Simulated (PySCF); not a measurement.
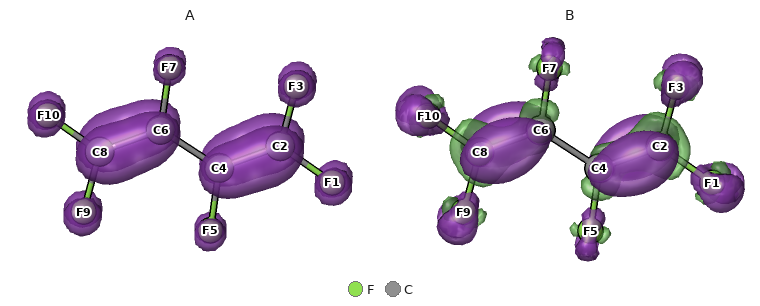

*C4F6, SMILES `FC(F)=C(F)C(F)=C(F)F`. The Fukui function f⁻ from two separate SCF calculations and the density of the HOMO, at ±0.03 e/Å³ (purple positive, green negative).*

PySCF calculation, ωB97X/6-31+G*, gas phase; geometry: GFN2-xTB. No frequency check shows the geometry to be a minimum.

### Which panel is which, and how good is the frozen-orbital picture?

B is f⁻ (it has negative regions), A the HOMO density. The HOMO lies on C2 and C8 (19 % each), C4 and C6 (16 % each) and F1, F3, F9 and F10 (6 % each); f⁻ (Hirshfeld-condensed) is largest on C2 and C8 (0.15 each), C4 and C6 (0.10 each) and F1 and F10 (0.10 each); the vertical ionisation energy is 9.37 eV (the stability of the cation's solution wasn't checked). Relaxation shifts 20 % of the electron between atoms. The orbital energy is −9.38 eV.
